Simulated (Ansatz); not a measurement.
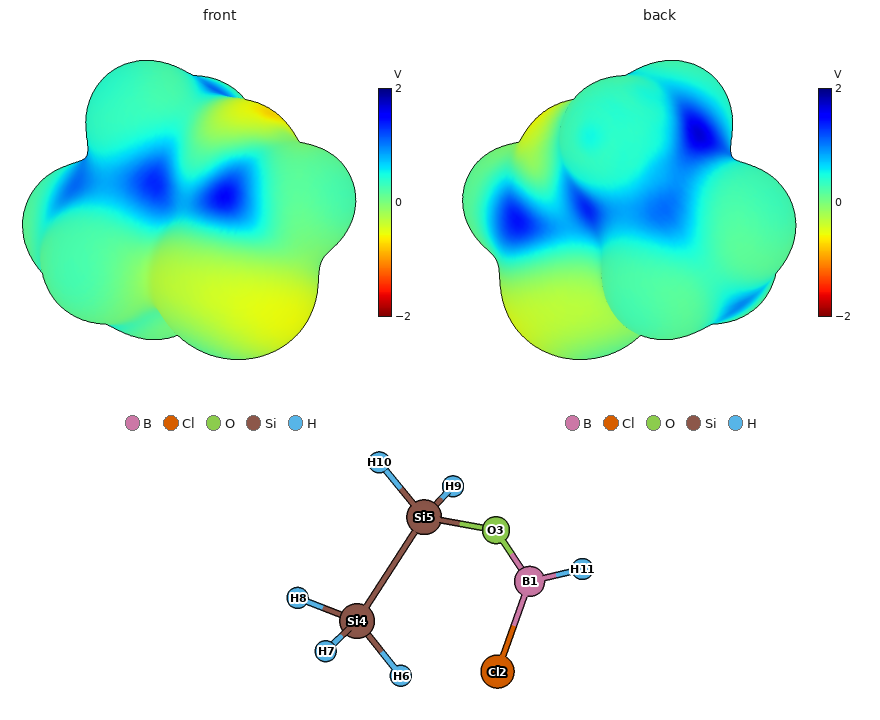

Figure 1: BClH6OSi2 (SMILES [SiH3][SiH2]OBCl). The molecular electrostatic potential painted on the density surface at 0.002 e/bohr³, seen from the front and from behind; red is negative and blue positive. The bare structure is drawn below in the same view.

Geometry: B3LYP-D3(BJ)/def2-SVP.

These are results of Ansatz, isolated molecule in a Gaussian basis; Kohn-Sham density functional theory, functional PBE0, not measurements.

```xyz
11

B     2.6256   -0.7173   -1.0297
Cl    3.6784   -0.3884    0.3788
O     1.3192   -0.9258   -0.8761
Si    0.9164   -0.6599    2.5184
Si    0.1233   -1.0043    0.3279
H     1.9056   -1.7019    2.9081
H     1.4960    0.7017    2.6793
H    -0.2815   -0.7794    3.4075
H    -0.4955   -2.3527    0.1988
H    -0.8876    0.0275   -0.0341
H     3.1415   -0.7426   -2.1144
```

> Which sites attract a positive test charge, and which a negative one?

A positive charge is drawn to the negative regions and a negative charge to the positive ones. The most negative region (about −0.6 V) lies over O3, the most positive (about +1.5 V) over B1 and Si5.
